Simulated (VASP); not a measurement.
# MnCuO2 (Crednerite): structure and properties in VASP, part 2 of 11

Aim: relax MnCuO2 (Crednerite) with PBEsol + U, compute its properties on that cell and hold them against experiment. The start is a cell from a database of measured crystal structures.

VASP 6.6.1; PBEsol, DFT+U (Cu d 5 eV, Mn d 4 eV), spin-polarised from a ferromagnetic start; plane waves and PAW (Mn_pv, Cu, O).

So far: The structure; Relaxing cell and atoms (PBEsol + U).

The database entry behind the starting cell differs from later determinations by our own check (a about 1 % short, old inner coordinates), so it need not match the best structure at ambient conditions.

## Step 2: Relaxing cell and atoms (PBEsol + U) (continued)

OUTCAR, selected parts (step 2):

```text
ion  position               nearest neighbor table
   1  0.000  0.000  0.000-   4 1.79   4 1.79   3 1.79   3 1.79   3 2.24   4 2.24
   2  0.500  0.500  0.500-   3 2.04   4 2.04
   3  0.416  0.416  0.143-   1 1.79   1 1.79   2 2.04   1 2.24
   4  0.584  0.584  0.857-   1 1.79   1 1.79   2 2.04   1 2.24

  LATTYP: Found a base centered monoclinic cell.
 ALAT       =     5.5300000000
 B/A-ratio  =     0.5215189873
 C/A-ratio  =     1.0665461121
 COS(beta)  =    -0.2520693582

 Subroutine GETGRP returns: Found  4 space group operations
 (whereof  4 operations were pure point group operations)

The static configuration has the point symmetry C_2h.

 Found     95 irreducible k-points:

   k-points           NKPTS =     95   k-points in BZ     NKDIM =     95   number of bands    NBANDS=     26

   dimension x,y,z NGX =    24 NGY =   24 NGZ =   48
   dimension x,y,z NGXF=    48 NGYF=   48 NGZF=   96

   ENCUT  =  520.0 eV  38.22 Ry    6.18 a.u.   5.80  5.80 10.97*2*pi/ulx,y,z

   NELECT =      36.0000    total number of electrons

 k-points in reciprocal lattice and weights: Automatic mesh
   0.00000000  0.00000000  0.00000000       0.003
   0.11111111  0.00000000 -0.00000000       0.012
   0.22222222  0.00000000 -0.00000000       0.012
   0.33333333  0.00000000 -0.00000000       0.012
   0.44444444  0.00000000 -0.00000000       0.012
   0.11111111  0.11111111 -0.00000000       0.006
   0.22222222  0.11111111 -0.00000000       0.012
   0.33333333  0.11111111 -0.00000000       0.012
   0.44444444  0.11111111 -0.00000000       0.012
[...]
0.44444444  0.44444444  0.50000000       0.006
  -0.44444444  0.44444444  0.50000000       0.006

atom =   1  type =  1  l = 2

 onsite density matrix

spin component  1

  0.8024  0.2082  0.0000  0.0000  0.0000
  0.2082  0.6654  0.0000  0.0000  0.0000
  0.0000  0.0000  0.9553 -0.0050  0.0011
  0.0000  0.0000 -0.0050  0.9664  0.0096
  0.0000  0.0000  0.0011  0.0096  0.9706

spin component  2

  0.1189 -0.0983  0.0000  0.0000  0.0000
 -0.0983  0.1754  0.0000  0.0000  0.0000
  0.0000  0.0000  0.0401 -0.0039  0.0061
  0.0000  0.0000 -0.0039  0.0900  0.0361
  0.0000  0.0000  0.0061  0.0361  0.0892

 occupancies and eigenvectors

  o =  0.0370  v =  0.0000  0.0000  0.0000  0.0000  0.0000  0.0000  0.0000  0.9182  0.2675 -0.2922      0.0000  0.0000  0.0000  0.0000  0.0000  0.0000  0.0000  0.0000  0.0000  0.0000
  o =  0.0448  v =  0.0000  0.0000  0.0000  0.0000  0.0000 -0.7988 -0.6016  0.0000  0.0000  0.0000      0.0000  0.0000  0.0000  0.0000  0.0000  0.0000  0.0000  0.0000  0.0000  0.0000
  o =  0.0565  v =  0.0000  0.0000  0.0000  0.0000  0.0000  0.0000  0.0000 -0.3958  0.6515 -0.6472      0.0000  0.0000  0.0000  0.0000  0.0000  0.0000  0.0000  0.0000  0.0000  0.0000
  o =  0.1257  v =  0.0000  0.0000  0.0000  0.0000  0.0000  0.0000  0.0000  0.0172  0.7099  0.7041      0.0000  0.0000  0.0000  0.0000  0.0000  0.0000  0.0000  0.0000  0.0000  0.0000
  o =  0.2494  v =  0.0000  0.0000  0.0000  0.0000  0.0000 -0.6016  0.7988  0.0000  0.0000  0.0000      0.0000  0.0000  0.0000  0.0000  0.0000  0.0000  0.0000  0.0000  0.0000  0.0000
  o =  0.5147  v =  0.5863 -0.8101  0.0000  0.0000  0.0000  0.0000  0.0000  0.0000  0.0000  0.0000      0.0000  0.0000  0.0000  0.0000  0.0000  0.0000  0.0000  0.0000  0.0000  0.0000
  o =  0.9520  v =  0.0000  0.0000  0.8230  0.4824 -0.3000  0.0000  0.0000  0.0000  0.0000  0.0000      0.0000  0.0000  0.0000  0.0000  0.0000  0.0000  0.0000  0.0000  0.0000  0.0000
  o =  0.9531  v = -0.8101 -0.5863  0.0000  0.0000  0.0000  0.0000  0.0000  0.0000  0.0000  0.0000      0.0000  0.0000  0.0000  0.0000  0.0000  0.0000  0.0000  0.0000  0.0000  0.0000
  o =  0.9618  v =  0.0000  0.0000 -0.5592  0.5948 -0.5776  0.0000  0.0000  0.0000  0.0000  0.0000      0.0000  0.0000  0.0000  0.0000  0.0000  0.0000  0.0000  0.0000  0.0000  0.0000
  o =  0.9786  v =  0.0000  0.0000 -0.1002  0.6431  0.7592  0.0000  0.0000  0.0000  0.0000  0.0000      0.0000  0.0000  0.0000  0.0000  0.0000  0.0000  0.0000  0.0000  0.0000  0.0000

atom =   2  type =  2  l = 2

 onsite density matrix

spin component  1

  0.9521 -0.0021  0.0000  0.0000  0.0000
 -0.0021  0.9534  0.0000  0.0000  0.0000
  0.0000  0.0000  0.8704 -0.0058 -0.0022
  0.0000  0.0000 -0.0058  0.9632  0.0005
  0.0000  0.0000 -0.0022  0.0005  0.9515

spin component  2

  0.9528  0.0007  0.0000  0.0000  0.0000
  0.0007  0.9689  0.0000  0.0000  0.0000
  0.0000  0.0000  0.8709 -0.0075 -0.0012
  0.0000  0.0000 -0.0075  0.9692  0.0007
  0.0000  0.0000 -0.0012  0.0007  0.9524

 occupancies and eigenvectors

  o =  0.8699  v =  0.0000  0.0000  0.9978  0.0614  0.0266  0.0000  0.0000  0.0000  0.0000  0.0000      0.0000  0.0000  0.0000  0.0000  0.0000  0.0000  0.0000  0.0000  0.0000  0.0000
  o =  0.8703  v =  0.0000  0.0000  0.0000  0.0000  0.0000  0.0000  0.0000  0.9970  0.0756  0.0135      0.0000  0.0000  0.0000  0.0000  0.0000  0.0000  0.0000  0.0000  0.0000  0.0000
  o =  0.9506  v = -0.8084 -0.5886  0.0000  0.0000  0.0000  0.0000  0.0000  0.0000  0.0000  0.0000      0.0000  0.0000  0.0000  0.0000  0.0000  0.0000  0.0000  0.0000  0.0000  0.0000
  o =  0.9516  v =  0.0000  0.0000  0.0231  0.0568 -0.9981  0.0000  0.0000  0.0000  0.0000  0.0000      0.0000  0.0000  0.0000  0.0000  0.0000  0.0000  0.0000  0.0000  0.0000  0.0000
  o =  0.9524  v =  0.0000  0.0000  0.0000  0.0000  0.0000  0.0000  0.0000  0.0100  0.0459 -0.9989      0.0000  0.0000  0.0000  0.0000  0.0000  0.0000  0.0000  0.0000  0.0000  0.0000
  o =  0.9527  v =  0.0000  0.0000  0.0000  0.0000  0.0000 -0.9989  0.0465  0.0000  0.0000  0.0000      0.0000  0.0000  0.0000  0.0000  0.0000  0.0000  0.0000  0.0000  0.0000  0.0000
  o =  0.9550  v = -0.5886  0.8084  0.0000  0.0000  0.0000  0.0000  0.0000  0.0000  0.0000  0.0000      0.0000  0.0000  0.0000  0.0000  0.0000  0.0000  0.0000  0.0000  0.0000  0.0000
  o =  0.9636  v =  0.0000  0.0000 -0.0628  0.9965  0.0553  0.0000  0.0000  0.0000  0.0000  0.0000      0.0000  0.0000  0.0000  0.0000  0.0000  0.0000  0.0000  0.0000  0.0000  0.0000
  o =  0.9689  v =  0.0000  0.0000  0.0000  0.0000  0.0000  0.0465  0.9989  0.0000  0.0000  0.0000      0.0000  0.0000  0.0000  0.0000  0.0000  0.0000  0.0000  0.0000  0.0000  0.0000
  o =  0.9698  v =  0.0000  0.0000  0.0000  0.0000  0.0000  0.0000  0.0000 -0.0762  0.9961  0.0450      0.0000  0.0000  0.0000  0.0000  0.0000  0.0000  0.0000  0.0000  0.0000  0.0000

 average (electrostatic) potential at core
       1 -70.3863       2 -64.1103       3 -70.6859       4 -70.6859

 E-fermi :   5.0695

 spin component 1
 k-point     1 :       0.0000    0.0000    0.0000
  band No.  band energies     occupation
    ...
     16       2.0838      1.00000
     17       2.1811      1.00000
     18       2.2832      1.00000
     19       2.3613      1.00000
     20       4.8780      1.00000
     21       6.5817      0.00000
     22       6.9991      0.00000
     23      10.9869      0.00000
     24      12.7770      0.00000
     25      17.7054      0.00000
    ...

 k-point     2 :       0.1111    0.0000   -0.0000
  band No.  band energies     occupation
    ...
     16       2.0450      1.00000
     17       2.1091      1.00000
     18       2.2631      1.00000
     19       2.6266      1.00000
     20       4.7025      1.00000
     21       6.2756      0.00000
     22       7.2834      0.00000
     23      11.4908      0.00000
     24      12.9710      0.00000
     25      17.9369      0.00000
    ...

 k-point     3 :       0.2222    0.0000   -0.0000
  band No.  band energies     occupation
    ...
     16       2.1227      1.00000
     17       2.3804      1.00000
     18       2.6388      1.00000
     19       2.9626      1.00000
     20       4.2924      1.00000
     21       5.8080      0.00000
     22       7.7821      0.00000
     23      12.5501      0.00000
     24      13.3802      0.00000
     25      16.4543      0.00000
    ...

 k-point     4 :       0.3333    0.0000   -0.0000
  band No.  band energies     occupation
    ...
     16       2.3127      1.00000
     17       2.7068      1.00000
     18       3.0490      1.00000
     19       3.3770      1.00000
     20       3.9981      1.00000
     21       5.6613      0.00000
     22       8.1267      0.00000
     23      12.5915      0.00000
     24      13.6304      0.00000
     25      15.4404      0.00000
    ...

 k-point     5 :       0.4444    0.0000   -0.0000
  band No.  band energies     occupation
    ...
     16       2.4470      1.00000
     17       2.7615      1.00000
     18       2.9508      1.00000
     19       3.9847      1.00000
     20       4.0757      1.00000
     21       5.7278      0.00000
     22       8.3493      0.00000
     23      11.0645      0.00000
     24      14.3337      0.00000
     25      15.6890      0.00000
    ...

 k-point     6 :       0.1111    0.1111   -0.0000
  band No.  band energies     occupation
    ...
     16       2.1173      1.00000
     17       2.1778      1.00000
     18       2.2718      1.00000
     19       2.5308      1.00000
     20       4.5273      1.00000
     21       6.5636      0.00000
     22       7.2568      0.00000
     23      11.4275      0.00000
     24      12.9401      0.00000
     25      17.4826      0.00000
    ...

  Total       -0.0080715      0.0019065      0.0207369      0.0000000      0.0000000     -0.0059837
  in kB       -0.2806911      0.0663001      0.7211336      0.0000000      0.0000000     -0.2080839
  external PRESSURE =       0.1689142 kB  Pullay stress =       0.0000000 kB

  energy-cutoff  :      520.00
  volume of cell :       46.07
      direct lattice vectors                 reciprocal lattice vectors
     2.792657116 -1.458328631  0.029977114     0.178550329 -0.342858248  0.045706669
     2.792657116  1.458328631  0.029977114     0.178550329  0.342858248  0.045706669
    -1.443986185  0.000000000  5.640844396    -0.001897738  0.000000000  0.176792626

 POSITION                                       TOTAL-FORCE (eV/Angst)
 -----------------------------------------------------------------------------------
      0.00000     -0.00000      0.00000        -0.000000      0.000000      0.000000
      2.07066      0.00000      2.85040        -0.000000      0.000000      0.000000
      1.98525      0.00000      1.04332        -0.000768      0.000000     -0.001414
      2.15608      0.00000      4.65748         0.000768      0.000000      0.001414
 -----------------------------------------------------------------------------------
    total drift:                                0.000000     -0.000000     -0.000000

  FREE ENERGIE OF THE ION-ELECTRON SYSTEM (eV)
  ---------------------------------------------------
  free  energy   TOTEN  =       -25.7621805053 eV

  energy  without entropy=      -25.7621805053  energy(sigma->0) =      -25.76218051

 reached required accuracy - stopping structural energy minimisation

 total charge
# of ion       s       p       d       tot
------------------------------------------
    1        0.295   6.331   4.848  11.473
    2        0.428   0.331   9.381  10.139
    3        1.553   3.468   0.000   5.021
    4        1.553   3.468   0.000   5.021
--------------------------------------------------
tot          3.828  13.598  14.228  31.655

 magnetization (x)
# of ion       s       p       d       tot
------------------------------------------
    1        0.035   0.033   3.841   3.909
    2        0.011   0.007  -0.024  -0.005
    3        0.006  -0.023   0.000  -0.017
    4        0.006  -0.023   0.000  -0.017
--------------------------------------------------
tot          0.058  -0.006   3.817   3.870

[... 6 further parts left out ...]
```

CONTCAR:

```
MnCuO2
   1.00000000000000
     2.7926571157600142   -1.4583286311428758    0.0299771143663004
     2.7926571157600142    1.4583286311428758    0.0299771143663004
    -1.4439861849331197    0.0000000000000000    5.6408443961345442
  Mn              Cu              O
     1     1     2
Direct
     0.0000000000000000    0.0000000000000000    0.0000000000000000
     0.5000000000000000    0.5000000000000000    0.5000000000000000
     0.4021530574553361    0.4021530574553361    0.1806834249074656
     0.5978469425446638    0.5978469425446638    0.8193165750925346
```

The cell holds one magnetic atom, so no antiferromagnetic order fits into it. The gap is read on the k-mesh alone, so it is an upper bound where the band edges lie off the mesh. The PAW data sets were made with PBE, which is usual practice but a small mismatch for other functionals. The run keeps the 4 symmetry operations of its start, so it cannot find a distortion of lower symmetry.

Relaxation path (22 of 30):

| step | energy less that of the first step (eV) | largest force (eV/Å) | pressure (GPa) | volume (Å³) |
| --- | --- | --- | --- | --- |
| 1 | 0.0000 | 6.9028 | 20.02 | 45.51 |
| 2 | -0.7813 | 1.5012 | -14.26 | 55.26 |
| 4 | -1.4291 | 0.9601 | -10.30 | 50.13 |
| 5 | -1.4294 | 1.0664 | -9.87 | 49.99 |
| 7 | -1.6097 | 0.0450 | -1.44 | 46.98 |
| 8 | -1.6097 | 0.0661 | -1.17 | 46.92 |
| 9 | -1.6316 | 0.1890 | 0.43 | 46.25 |
| 11 | -1.6408 | 0.0814 | -0.42 | 46.22 |
| 12 | -1.6408 | 0.0721 | -0.39 | 46.23 |
| 13 | -1.6422 | 0.0613 | 0.13 | 46.10 |
| 15 | -1.6432 | 0.0603 | 0.22 | 46.08 |
| 16 | -1.6437 | 0.0873 | 0.22 | 46.06 |
| 18 | -1.6446 | 0.0479 | -0.50 | 46.23 |
| 19 | -1.6451 | 0.0468 | -0.47 | 46.18 |
| 20 | -1.6462 | 0.0666 | -0.02 | 46.05 |
| 22 | -1.6465 | 0.0844 | 0.16 | 45.97 |
| 23 | -1.6470 | 0.0091 | 0.19 | 45.95 |
| 24 | -1.6470 | 0.0197 | 0.20 | 45.95 |
| 26 | -1.6471 | 0.0173 | -0.15 | 46.11 |
| 27 | -1.6472 | 0.0133 | -0.08 | 46.09 |
| 29 | -1.6472 | 0.0042 | 0.10 | 46.03 |
| 30 | -1.6472 | 0.0016 | 0.02 | 46.07 |

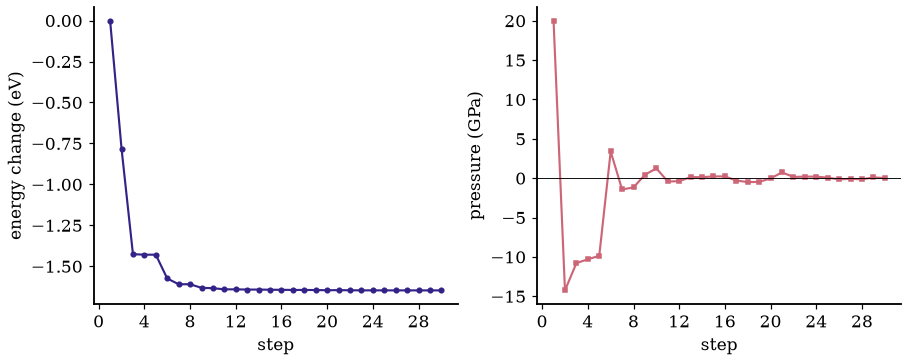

Energy and pressure along the relaxation.

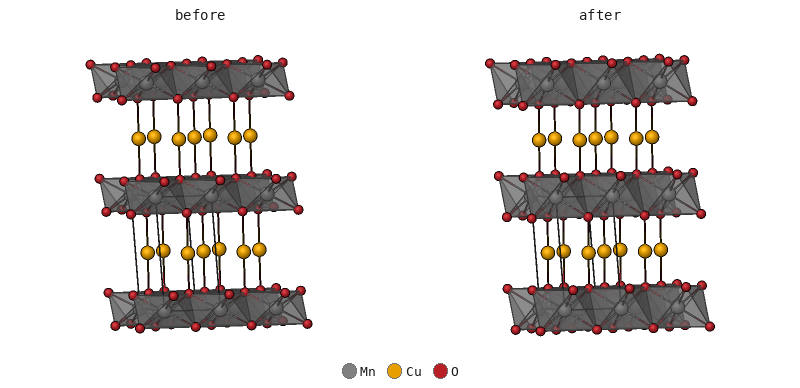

Before and after, at one scale.

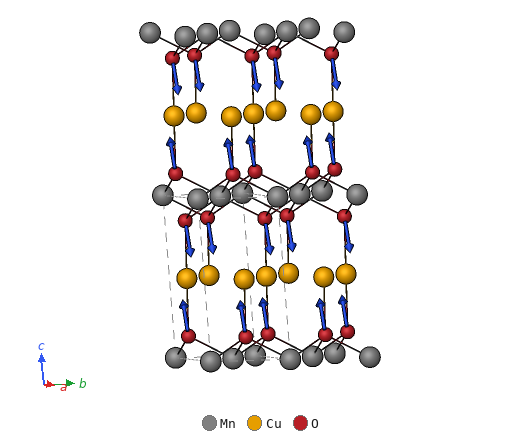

Displacements in the relaxation, exaggerated, measured against the changing cell; the longest in the cell stands for 0.25 Å. 1×2×2 conventional cells are drawn. Some periodic images of atoms are drawn too.

| cell as run | before | after | change |
| --- | --- | --- | --- |
| a (Å) | 3.118 | 3.151 | +1.0 % |
| b (Å) | 3.118 | 3.151 | +1.0 % |
| c (Å) | 5.898 | 5.823 | -1.3 % |
| α (°) | 102.91 | 102.16 | -0.7 % |
| β (°) | 102.91 | 102.16 | -0.7 % |
| γ (°) | 55.09 | 55.14 | +0.1 % |
| volume (Å³/atom) | 11.38 | 11.52 | +1.2 % |

The atoms that moved most (Å, as changes of fractional coordinates times the final cell):

| atom | dx | dy | dz | length |
| --- | --- | --- | --- | --- |
| O4 | 0.132 | 0.000 | -0.212 | 0.249 |
| O3 | -0.132 | 0.000 | 0.212 | 0.249 |

Final coordinates:

```
Mn Cu O
1.0
     2.79266   -1.45833    0.02998
     2.79266    1.45833    0.02998
    -1.44399    0.00000    5.64084
Mn Cu O
1 1 2
Direct
  0.00000 0.00000 0.00000
  0.50000 0.50000 0.50000
  0.40215 0.40215 0.18068
  0.59785 0.59785 0.81932
```

Numbers from this step:

```
electrons                                         : 36
bands                                             : 26
irreducible k-points                              : 95
symmetry operations                               : 4
free energy (TOTEN)                               : -25.76 eV
Fermi energy                                      : 5.069 eV
pressure                                          : 0.01689 GPa
moment of the cell, from the last line of the log : 4 μB
metallic                                          : no
valence top at k                                  : 0, 0, 0
conduction bottom at k                            : -0.2222, 0.1111, 0.5
least direct gap at k                             : -0.3333, 0.3333, 0
SCF cycles over all ionic steps                   : 245
gap on the k-mesh                                 : 0.4052 eV
least direct gap on the k-mesh                    : 1.094 eV
```

Spin moment in the PAW sphere by atom:

| atom | spin moment in the PAW sphere (μB) |
| --- | --- |
| Mn1 | 3.91 |
| Cu2 | -0.01 |
| O3 | -0.02 |
| O4 | -0.02 |

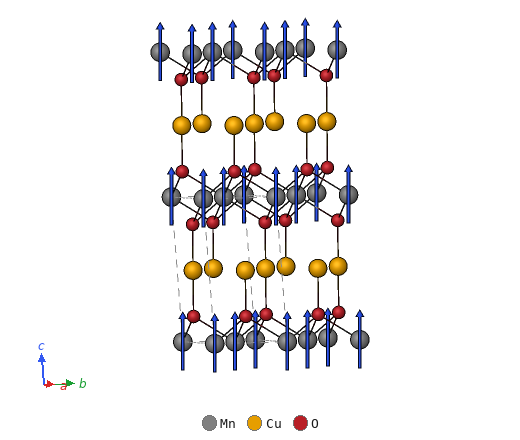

Spin moment in the PAW sphere as arrows, the longest 3.91 μB. Up and down stand for the sign. Arrows give size and sign along the axis of quantisation, drawn up and down the page. 1×2×2 conventional cells are drawn. Some periodic images of atoms are drawn too.

It ends with a largest force of 0.002 eV/Å and a pressure of 0.02 GPa. The volume lies +1.2 % from that of the database's start.

(Continued in part 3 of 11.)

[Lines on the potential files, build, host, timing and source positions are cut from VASP's logs without a mark.]

[Logs are printed without paths, hosts, clocks, repeated set-up lines and the standing remarks that a program may print on its own settings, such as how far it seeks lower states.]

[Hosts, paths, dates, database ids (printed as entryN), source tags and the programs' standing remarks are cut or masked in the printed files.]

[Measured values are set beside computed ones only where the two were judged alike; some that the calculation misses by far are left out.]
